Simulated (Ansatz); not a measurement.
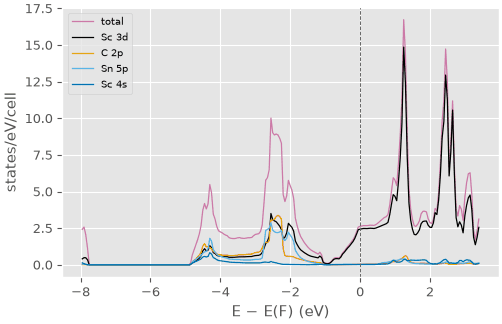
*Total and projected density of states of Sc₃SnC (anti-perovskite, space group No. 221), the program Ansatz at the r²SCAN level (PAW)*

Which orbitals carry the states next to the Fermi level?

Within 0.5 eV of the Fermi level: Sc 3d 92 %. Projections are on Löwdin-orthogonalised atomic valence shells; empty p or d shells of many metals are not among them.

Where is the tallest occupied peak in this window, and what makes it?

Near -2.5 eV, about 10 states/eV per cell; the largest projected share is Sc 3d.

Space group Pm-3m (anti-perovskite). The workflow started from a Materials Project entry (that database holds measured and hypothetical structures alike); the Crystallography Open Database copy checked does not list it. Whether it is the stable phase at ambient conditions was not checked. The cell was relaxed with r²SCAN under the symmetry of its start; whether a distortion lowers the energy is not shown. The run is not spin-polarised. Scalar-relativistic: spin–orbit coupling is off unless named, which matters more the heavier the elements.

Potentials: the later of the program's two PAW sets.
